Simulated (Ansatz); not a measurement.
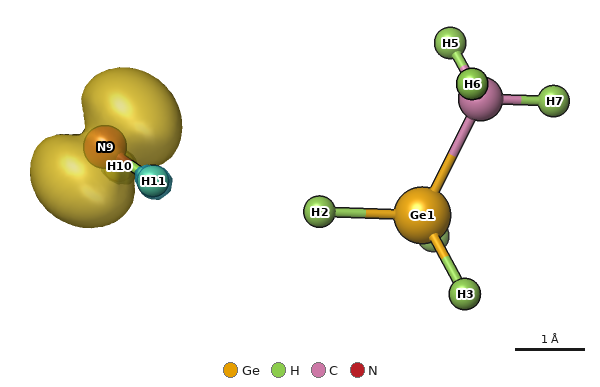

*CH$_{6}$Ge···NH$_{2}$ (doublet). Isosurfaces of the spin density at +0.05 (yellow) and −0.05 e/Å³ (cyan), seen at a tilt.*

Theory: UHF/def2-SVP in Ansatz 0.2.0.

| atom | x (Å) | y (Å) | z (Å) |
| --- | --- | --- | --- |
| Ge | 0.1096 | 0.0073 | -0.3382 |
| H | 0.1137 | -0.2091 | 1.1861 |
| H | 1.5660 | 0.1551 | -0.8055 |
| C | -0.9298 | 1.6068 | -0.7930 |
| H | -1.9623 | 1.5005 | -0.4578 |
| H | -0.5020 | 2.4898 | -0.3162 |
| H | -0.9328 | 1.7658 | -1.8722 |
| H | -0.4975 | -1.2404 | -0.9982 |
| N | -0.3054 | 0.1414 | 4.5987 |
| H | -0.6200 | -0.6688 | 4.0716 |
| H | 0.4755 | 0.4919 | 4.0511 |

Where is the unpaired spin?

Answer. The unpaired spin (1 electron) lies mostly on N9 (about 0.9), in electrons by Hirshfeld's partition.
